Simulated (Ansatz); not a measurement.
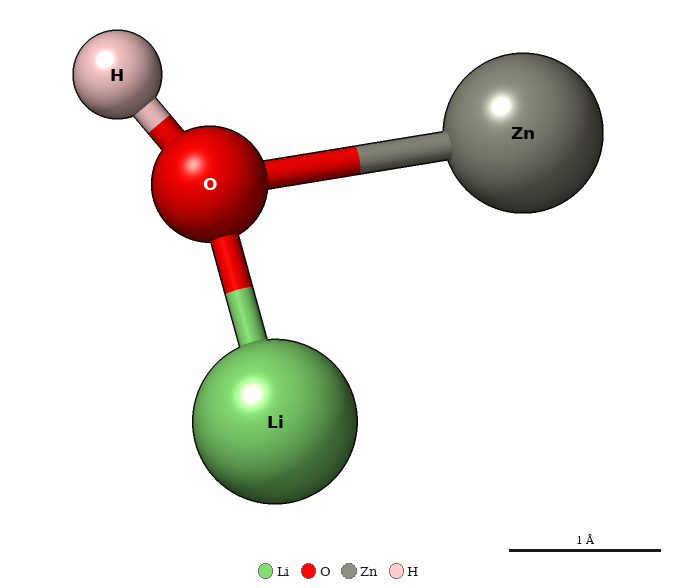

Ball-and-stick drawing of a structure. Every bond is drawn as one stick, whatever its order.

Computed geometry: PBE0-D4/def2-TZVP optimisation. No frequency run is at hand to confirm it as a minimum.

Describe the molecule.

Formula HLiOZn. The point group is Cs. All atoms lie on one plane.

More results for the same structure follow; atom numbers are the same in all pictures, views and colours differ.

Shape

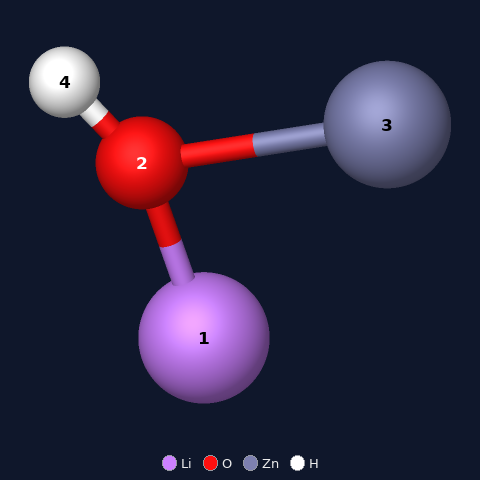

Atoms carry their numbers in the input. No frequency run is at hand to confirm it as a minimum.

Estimate the angles Li1–O2–Zn3, Li1–O2–H4, Zn3–O2–H4.

| angle | degrees |
| --- | --- |
| Li1–O2–Zn3 | 86.1 |
| Li1–O2–H4 | 154.4 |
| Zn3–O2–H4 | 119.5 |

Electronic properties

No frequency run is at hand to confirm it as a minimum. Method: RKS PBE0-D4/def2-TZVPP (Ansatz 0.2.0).

**Give the LUMO energy (Kohn–Sham orbital) at this level.**

−1.29 eV.

**Estimate the HOMO energy (Kohn–Sham orbital).**

−4.90 eV.

Dipole moment

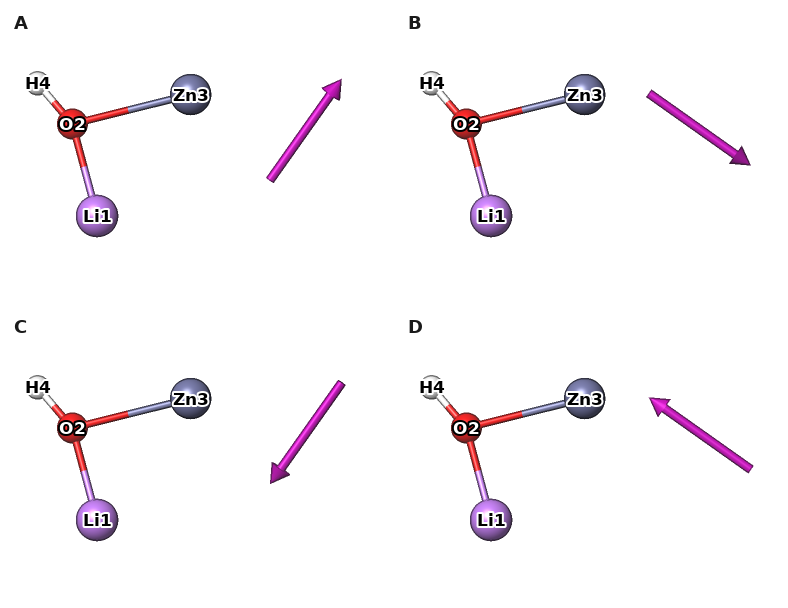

The same molecule four times, each with an arrow. No frequency run is at hand to confirm it as a minimum. Method: RKS PBE0-D4/def2-TZVP (Ansatz 0.2.0).

**Which arrow points along the dipole moment, from the negative to the positive end?**

C. The dipole moment is 4.43 D; it points from the side of Zn3 to the side of Li1 (the outermost atoms at the two ends).

Charges

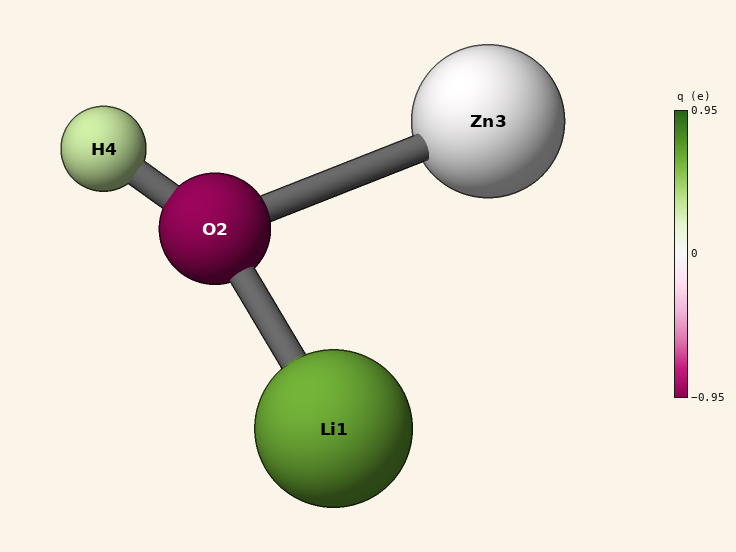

Atoms are coloured by their Mulliken charges. No frequency run is at hand to confirm it as a minimum. Properties computed with RKS PBE0-D4/def2-TZVP (Ansatz 0.2.0).

Give the Mulliken charges atom by atom.

| atom | value (e) |
| --- | --- |
| Li1 | 0.62 |
| O2 | −0.92 |
| Zn3 | −0.01 |
| H4 | 0.31 |

Mulliken values depend strongly on the basis set and can even reverse the polarity of a bond.
